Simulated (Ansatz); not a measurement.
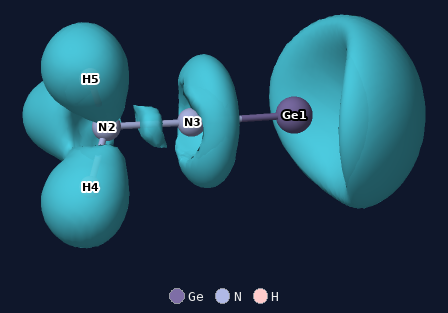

GeH2N2. Isosurface of the electron localisation function at 0.8 (cyan), seen at an oblique angle. Core shells and regions of very low density are left out.

Geometry: PBE0-D4/def2-TZVP.

Method: isolated molecule in a Gaussian basis; Kohn-Sham density functional theory, functional PBE0 in Ansatz.

```xyz
5

Ge   -0.7250    0.0086   -1.1399
N    -3.1216    1.6627   -0.4174
N    -2.0686    0.8810   -0.6994
H    -4.0018    1.2085   -0.6348
H    -3.1172    1.9734    0.5479
```

Describe the localisation domains.

Answer. The surface consists of one region between bonded N–N atoms (shared pairs), one lobe on Ge, pointing away from the bonds (lone pairs), one region wrapped around N (its valence shell) and one joined region spread over several atoms (H, N), in which their bonds and any lone pairs are merged. Profiles from the grid: N–N (1.34 Å): the ELF peaks at about 0.90 between the atoms; localised, covalent bonding. Ge–N (1.66 Å): the ELF peaks at about 0.75 in the valence shell of N, 0.6 Å from its nucleus, and is about 0.20 at the midpoint.
